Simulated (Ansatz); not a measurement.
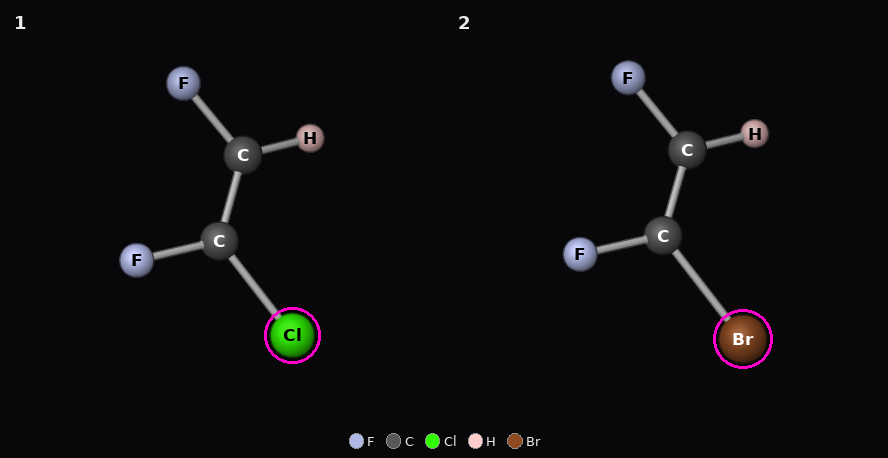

2 molecules with one skeleton, seen from the same side and at one scale; the atom that differs is circled. Charge 0, singlet. Computed geometries: PBE0-D4/def2-TZVP optimisations, one conformation each. Properties computed with Ansatz 0.2.0.

One atom differs, called X below: Cl in panel 1, Br in panel 2. Their formulas are C2HClF2 (`F/C=C(\F)Cl`), C2HBrF2 (`F/C=C(\F)Br`).

In which is the HOMO–LUMO gap larger (ωB97M-V/def2-TZVPP)?

In panel 1 (X = Cl).

In which is the length of X–C larger (PBE0-D4/def2-TZVP)?

In panel 2 (X = Br).

Give the values. With PBE0-D4/def2-TZVP: length of X–C (Å), angle C–C–X (°). With ωB97M-V/def2-TZVPP: dipole moment (D), HOMO energy (Kohn–Sham orbital) (eV), HOMO–LUMO gap (eV).

```json
{"quantity": "length of X–C (Å)", "1 (Cl)": "1.701", "2 (Br)": "1.864", "2 − 1": "+0.163"}
{"quantity": "angle C–C–X (°)", "1 (Cl)": "123.0", "2 (Br)": "122.6", "2 − 1": "−0.4"}
{"quantity": "dipole moment (D)", "1 (Cl)": "1.51", "2 (Br)": "1.52", "2 − 1": "+0.01"}
{"quantity": "HOMO energy (Kohn–Sham orbital) (eV)", "1 (Cl)": "−9.68", "2 (Br)": "−9.61", "2 − 1": "+0.07"}
{"quantity": "HOMO–LUMO gap (eV)", "1 (Cl)": "11.91", "2 (Br)": "11.51", "2 − 1": "−0.40"}
```
